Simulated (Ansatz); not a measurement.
## Fields on a plane of SrO (rock salt)

```yaml
crystal:
  lattice:
    - [0.00000, 2.59750, 2.59750]
    - [2.59750, 0.00000, 2.59750]
    - [2.59750, 2.59750, 0.00000]
  atoms:
    - { symbol: O, position: [0.00000, 0.00000, 0.00000] }
    - { symbol: Sr, position: [0.50000, 0.50000, 0.50000] }
```

The slice is a {100} plane (indices of the conventional cell) through the point (0.500, 0.500, 0.500) (fractional), spanned by u = [100] and v = [0 1 -1] in vectors of this cell: u (3.67 Å) and v (3.67 Å, at 90° to u). It covers one period; positions are fractions (u, v).

Atoms on it: O at (0.50, 0.50); Sr at (0.00, 0.00).

Level of theory: PBE (plane waves to 420 eV, PAW, scalar-relativistic; Ansatz, a first-principles code). k mesh 11×11×11. Near the nuclei the fields are pseudised (PAW); where an atom keeps semicore shells as valence, they peak there. SrO was relaxed with its symmetry unable to fall.

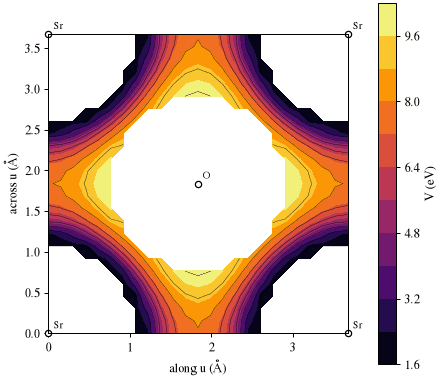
*Electrostatic potential energy of an electron, from the cell's mean, in eV, one period of the plane, atoms marked. Points within 1 Å of a nucleus are left white, as the pseudised field means little there. Values under 2 eV are set to 2. The zero, the cell's mean, hangs on the PAW cores.*

```
|*####*+=:.     .:=+*####|
|#####*+-:.     .:-+*####|
|####*+=-:.......:-=+*###|
|###**+-:::::::::::-+**##|
|***++=-:::-----:::-=++**|
|+++=--::--=====--::--=++|
|==--:::-==+++++==-:::--=|
|::::::-==+**#**+==-:::::|
|....::-=+*#%%%#*+=-::...|
|   .:-=+*#%@@@%#*+=-:.  |
|   .:-=+*%@@@@@%*+=-:.  |
|   .:-=+#%@@@@@%#+=-:.  |
|   .:-=+*%@@@@@%*+=-:.  |
|   .:-=+*#%@@@%#*+=-:.  |
|....::-=+*#%%%#*+=-::...|
|::::::-==+**#**+==-:::::|
|==--:::-==+++++==-:::--=|
|+++=--::--=====--::--=++|
|***++=-:::-----:::-=++**|
|###**+-:::::::::::-+**##|
|####*+=-:.......:-=+*###|
|#####*+-:.     .:-+*####|
|*####*+=:.     .:=+*####|
|**###*+=:.     .:=+*###*|
```
Scale: ten equal steps from -1.30 (start of ' ') to 0.88 (end of '@'), in the order ' .:-=+*#%@'. Values: log₁₀ of the valence density in e/Å³. The map has 24 points along u (one character each, u = 0 at the left) and 24 along v (v = 0 in the bottom row). The scale is logarithmic, as a density can span decades between atoms and voids.

| Quantity | Value |
|---|---|
| Density on the O–Sr line (2.60 Å) at its density minimum, 1.2 Å from O | 0.22 e/Å³ |
| ELF at that point | 0.1 |
| Character of the O–Sr contact (rough rule: ELF there above 0.7 covalent, below 0.2 ionic, polar between) | closed-shell (ionic) |
